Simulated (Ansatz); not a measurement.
**doublet BF− at 6 levels**

Aim: a comparison of 6 runs (UHF/3-21G, U-wB97M-V/def2-TZVPPD, UBHLYP/def2-TZVPPD, UCAM-B3LYP/def2-TZVPPD, USVWN5/def2-TZVPPD, RPA@PBE0/def2-TZVPPD) of doublet BF−. 

The results are computed with Ansatz 0.2.0.

39 further runs of the same task are left out: 1 that didn't finish, 38 set aside as unsound or not needed.

## Step 1: Starting point

BF− has 2 atoms, charge -1, and is taken as a doublet. As SMILES of the parent species, `[B]F`. Geometry: relaxed at PBE0-D4/def2-TZVP. That shape belongs to the parent species and isn't relaxed for this state.

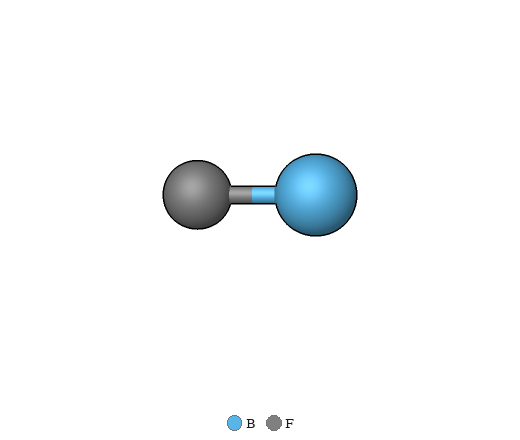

The structure, seen from a chosen angle (boron blue, fluorine grey).

## Step 2: A single-point energy at UHF/3-21G (run 1)

File input.yaml:

```yaml
crystal:
  periodic: [false, false, false]
  atoms:
    - {symbol: B, position_ang: [0.000000, -0.000000, -0.009350]}
    - {symbol: F, position_ang: [-0.000000, 0.000000, 1.253740]}
basis:
  gaussian: {orbitals: 3-21G.json}
total_charge: -1
magnetization: {spin_polarized: true, initial_magnetization: 1}
hamiltonian: {xc: hf}
accuracy: high
output: {orbitals: {seedname: orbitals}}
```

The basis set 3-21G is read from a file made from the Basis Set Exchange's data (not shown).

Launch:

```bash
$ ansatz run input.yaml --threads 1 --pin off --max-ram 3480MiB --events-out events.jsonl --progress --plain --runs-dir runs
```

The program printed:

```text
Warning: RAYON_NUM_THREADS=1 ignored (pool sized by the plan → 1); use --threads N
Functional definition: HF
  name "HF"
  exchange = exact_x
  correlation = 0
335 factors; integrals over basis functions are off by at most 2.9e-9 eV
mean field evaluation 1: about -3353.1612 eV, gradient 2.8e1 eV
mean field evaluation 2: about -3353.1617 eV, gradient 2.8e1 eV
mean field evaluation 4: about -3355.8692 eV, gradient 2.0e0 eV
mean field evaluation 8: about -3355.9144 eV, gradient 7.4e-4 eV
mean field evaluation 16: about -3355.1787 eV, gradient 3.5e0 eV
mean field evaluation 32: about -3355.1121 eV, gradient 1.8e1 eV
mean field -3355.91442542 eV, -123.3275804138 hartree, gradient 8.3e-8 eV, S^2 0.755303; 0 other end points of the search recorded, 0 dependent functions left out
reference -3355.91442542 eV, -123.3275804138 hartree; 8, 7 occupied and 10, 11 virtual orbitals, 335 factors
Total energy: -3355.91442542 eV, -123.3275804138 hartree
```

Run time: 0.1 s. Hardware: 1 thread of Arm Neoverse V1, shared host.

## Step 3: A single-point energy at U-wB97M-V/def2-TZVPPD (run 2)

File molecule.yaml:

```yaml
crystal:
  periodic: [false, false, false]
  atoms:
    - symbol: B
      position_ang: [0.000000, -0.000000, -0.009350]
    - symbol: F
      position_ang: [-0.000000, 0.000000, 1.253740]
basis:
  gaussian:
    orbitals: def2-TZVPPD.json
total_charge: -1
magnetization:
  spin_polarized: true
  initial_magnetization: 1
hamiltonian:
  xc: {name: wB97M-V}
accuracy: high
output: {orbitals: {seedname: orbitals}}
```

The basis set def2-TZVPPD is read from a file made from the Basis Set Exchange's data (not shown).

Launch:

```bash
$ ansatz run molecule.yaml --threads 1 --pin off --max-ram 3480MiB --events-out events.jsonl --progress --plain --runs-dir runs
```

The program printed, shortened:

```text
Warning: RAYON_NUM_THREADS=1 ignored (pool sized by the plan → 1); use --threads N
Functional definition: wB97M-V
  name "wB97M-V"
[...]
  gx(w, u) = 1 - cx + cx01*u + cx10*w
  gss(w, u) = css00 + css04*u^4 + css10*w + css20*w^2 + css43*w^4*u^3
  gos(w, u) = cos00 + cos10*w + (cos20 + cos21*u)*w^2 + (cos60 + cos61*u)*w^6
[...]
      + integral(e_c_pw_mod_opposite_spin*gos(b97_w_opposite, b97_u_opposite)) + vv10(b, c)
1035 factors; integrals over basis functions are off by at most 3.7e-9 eV
241 factors; integrals over basis functions are off by at most 1.4e-9 eV
[...]
mean field -3391.66424444 eV, -124.6413620307 hartree, gradient 2.0e-8 eV, S^2 0.751906; 7 other end points of the search recorded, 0 dependent functions left out
reference -3391.66424510 eV, -124.6413620548 hartree; 8, 7 occupied and 69, 70 virtual orbitals, 1035 factors
Total energy: -3391.66424510 eV, -124.6413620548 hartree
```

Wall time 2.1 min (1 thread of Arm Neoverse V1, shared host); peak memory 0.39 GiB.

Runs 3 to 5 aren't shown in full; the table further down has their settings and results.

## Step 4: The energy at RPA@PBE0/def2-TZVPPD (run 6)

File in.yaml:

```yaml
basis:
  gaussian:
    orbitals: def2-TZVPPD.json
crystal:
  periodic: [false, false, false]
  atoms:
    - {symbol: B, position_ang: [0.000000, -0.000000, -0.009350]}
    - {symbol: F, position_ang: [-0.000000, 0.000000, 1.253740]}
total_charge: -1
magnetization:
  spin_polarized: true
  initial_magnetization: 1
hamiltonian:
  xc: pbe0
correlation:
  method: rpa
  frozen_orbitals: {B: 1, F: 1}
accuracy: high
```

The basis set def2-TZVPPD is read from a file made from the Basis Set Exchange's data (not shown).

Launch:

```bash
$ ansatz run in.yaml --threads 1 --pin off --max-ram 3480MiB --events-out events.jsonl --progress --plain --runs-dir runs
```

The program printed, shortened:

```text
Warning: RAYON_NUM_THREADS=1 ignored (pool sized by the plan → 1); use --threads N
Functional definition: PBE0
  name "PBE0"
[...]
1035 factors; integrals over basis functions are off by at most 3.7e-9 eV
[...]
mean field -3388.95667770 eV, -124.5418607883 hartree, gradient 2.1e-8 eV, S^2 0.755545; 12 other end points of the search recorded, 0 dependent functions left out
2 core orbitals not correlated: weight in the atoms' cores, before any rotation towards them, 1.000 or more for the frozen orbitals, at most 0.000 for the correlated occupied ones
reference -3376.64897818 eV, -124.0895611731 hartree; 6, 5 occupied and 69, 70 virtual orbitals, 1035 factors
Total energy: -3389.94896745 eV, -124.5783267637 hartree
```

Run time: 29 s. Hardware: 1 thread of Arm Neoverse V1, shared host; peak memory 0.19 GiB.

## Step 5: Overview of the runs

```csv
run,level,frozen core orbitals,energy (Eh),HOMO energy (eV),LUMO energy (eV),⟨S²⟩,wall time
1,UHF/3-21G,–,-123.327580,2.41,11.37,0.755,0.1 s
2,U-wB97M-V/def2-TZVPPD,–,-124.641362,1.50,5.02,0.752,2.1 min
3,UBHLYP/def2-TZVPPD,–,-124.626956,2.43,4.72,0.756,13 s
4,UCAM-B3LYP/def2-TZVPPD,–,-124.639320,2.03,4.86,0.755,11 s
5,USVWN5/def2-TZVPPD,–,-123.763561,3.31,3.42,0.751,5.4 s
6,RPA@PBE0/def2-TZVPPD,2,-124.578327,–,–,0.756,29 s
```

## Step 6: Results

| quantity | value |
| --- | --- |
| run 6: total energy | -124.57833 Eh |
| run 6: RPA correlation energy (valence) | -488.8 mEh |
| run 6: ⟨S²⟩ of the reference determinant | 0.756 |

**Reading.** Totals of different functionals can't be ranked against each other. In runs 1, 2, 3, 4, 5 the HOMO lies above zero, so the outermost electron may be held by the basis alone. All runs together took 3.1 min, the longest 2.1 min.
